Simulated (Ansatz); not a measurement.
Fields on a plane of Li (bcc, W type)

```
CELL_PARAMETERS angstrom
     -1.71759     1.71759     1.71759
      1.71759    -1.71759     1.71759
      1.71759     1.71759    -1.71759
ATOMIC_POSITIONS crystal
  Li 0.00000 0.00000 0.00000
```

The slice is a {211} plane (indices of the conventional cell) through the point (0.000, 0.000, 0.000) (fractional), spanned by u = [111] and v = [1 0 -1] in vectors of this cell: u (2.97 Å) and v (4.86 Å, at 90° to u). It covers one period; positions are fractions (u, v).

Atoms on it: Li at (0.00, 0.00).

Calculation: PBE (plane waves to 420 eV, PAW, scalar-relativistic; Ansatz, an electronic-structure program). k mesh 19×19×19. These are valence fields of a PAW run, semicore shells included where kept as valence: close to a nucleus they are smooth pseudo fields. Li was relaxed with its symmetry unable to fall.

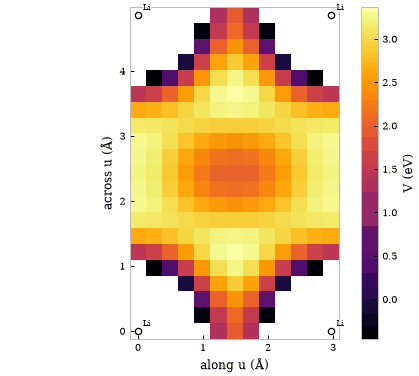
Figure: Electrostatic potential energy of an electron, from the cell's mean, in eV, one period of the plane, atoms marked. Points within 1 Å of a nucleus are left white, as the pseudised field means little there. The zero, the cell's mean, hangs on the PAW cores.

```
|984000000048|
|541000000014|
|100000000000|
|000000000000|
|000000000000|
|000000000000|
|000000000000|
|000000000000|
|000000000000|
|000000000000|
|000000000000|
|000000000000|
|000000000000|
|000000000000|
|000000000000|
|000000000000|
|100000000000|
|541000000014|
|984000000048|
|995000000059|
```
Scale: ten equal steps from -1.29 (start of '0') to 0.98 (end of '9'), in the order '0123456789'. Values: log₁₀ of the valence density in e/Å³. The map has 12 points along u (one character each, u = 0 at the left) and 20 along v (v = 0 in the bottom row). The scale is logarithmic, as a density can span decades between atoms and voids.

- Density on the Li–Li line (2.97 Å) at its midpoint = 0.05 e/Å³
- ELF at that point = 0.51
- ELF maximum in the middle third of the Li–Li line = 0.51, 1.5 Å from Li
